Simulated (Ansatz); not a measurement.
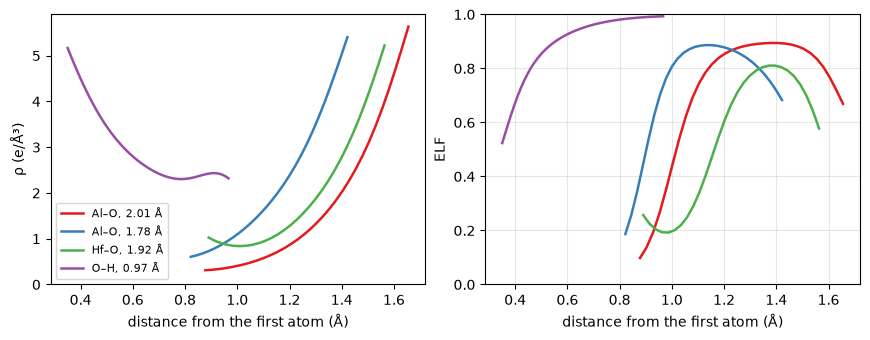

Figure 1: AlH7HfO5. Electron density and electron localisation function along straight lines between neighbouring atoms. The curves leave out the atomic cores.

Core potentials replace the inner electrons of Hf; not at a stationary point (largest force 1.8 eV/Å).

Computed with Ansatz, RKS PBE/def2-SVP.

```xyz
14

Hf   -0.2026    0.0000    0.1971
O    -0.6707   -0.1153    2.1637
H    -1.3987    0.1459    2.7495
O     1.8364    0.3205    0.0212
H     2.4518   -0.1374   -0.5828
O    -1.2783    1.2846   -0.7504
H    -1.9780    1.6088   -1.3330
O    -0.5046   -1.7199   -0.6235
H    -0.8772   -2.6130   -0.6323
O     1.3043    2.1014    2.1633
Al    2.7655    1.3994    1.4351
H     3.5000    0.2490    2.3020
H     3.6476    2.4143    0.5537
H     0.7783    1.4683    2.7158
```

### What can be read from the curves?

Al–O (2.01 Å): ρ is about 0.41 e/Å³ halfway; the ELF peaks at about 0.90 in the valence shell of O, 0.6 Å from its nucleus, and is about 0.45 at the midpoint.
Al–O (1.78 Å): ρ at the midpoint is about 0.73 e/Å³; the ELF peaks at about 0.90 in the valence shell of O, 0.6 Å from its nucleus, and is about 0.45 at the midpoint.
Hf–O (1.92 Å): ρ at the midpoint is about 0.87 e/Å³; the ELF peaks at about 0.80 in the valence shell of O, 0.5 Å from its nucleus, and drops to about 0.20 between the two atoms.
O–H (0.97 Å): ρ at the midpoint is about 3.6 e/Å³; the ELF climbs to about 1 towards the hydrogen, as it does in any bond to H: a covalent bond by its length.
